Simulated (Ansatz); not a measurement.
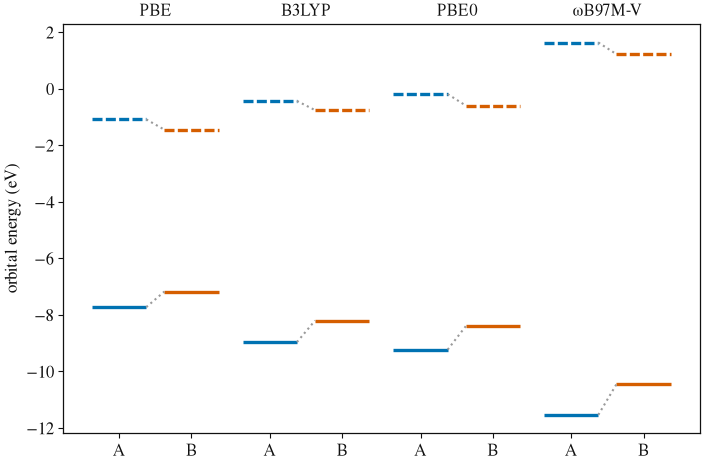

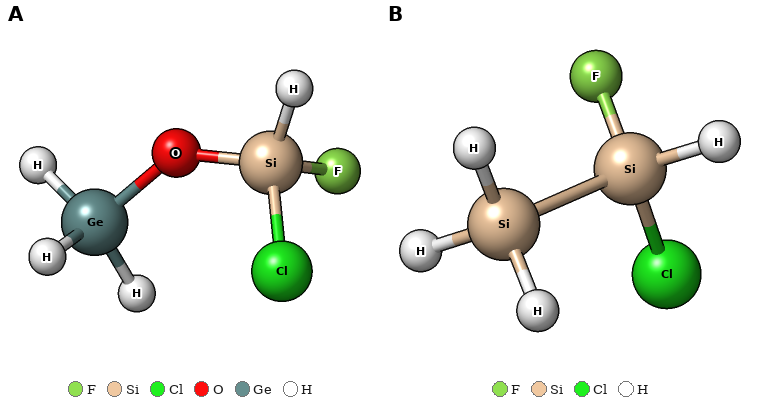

One change: A, GeSiH₄OClF (SMILES F[Si@H](Cl)[O][GeH3]), becomes B, Si₂H₄ClF (SMILES F[Si@@H]([SiH3])Cl). GeH₃O (bound through O) on Si is replaced by SiH₃. HOMO (solid) and LUMO (dashed) computed in def2-TZVPP at PBE0-D4/def2-TZVP geometries, both minima by their frequencies, gas phase, the Ansatz code. Empty levels above zero depend strongly on the basis.

What does the change do to HOMO and LUMO?

PBE: the HOMO rises by 0.55 eV, the LUMO falls by 0.37 eV, and the separation goes from 6.64 to 5.72 eV. B3LYP: the HOMO rises by 0.76 eV, the LUMO falls by 0.33 eV, and the separation goes from 8.53 to 7.44 eV. PBE0: the HOMO rises by 0.83 eV, the LUMO falls by 0.41 eV, and the separation goes from 9.04 to 7.81 eV. ωB97M-V: the HOMO rises by 1.08 eV, the LUMO falls by 0.41 eV, and the separation goes from 13.17 to 11.68 eV.

Do the functionals agree on the effect?

They agree on the direction for both levels; the HOMO shift lies between 0.55 and 1.08 eV and the LUMO shift between −0.41 and −0.33 eV, while the separations themselves differ by up to 6.5 eV between functionals.

Caveats: one conformer of each flexible molecule.
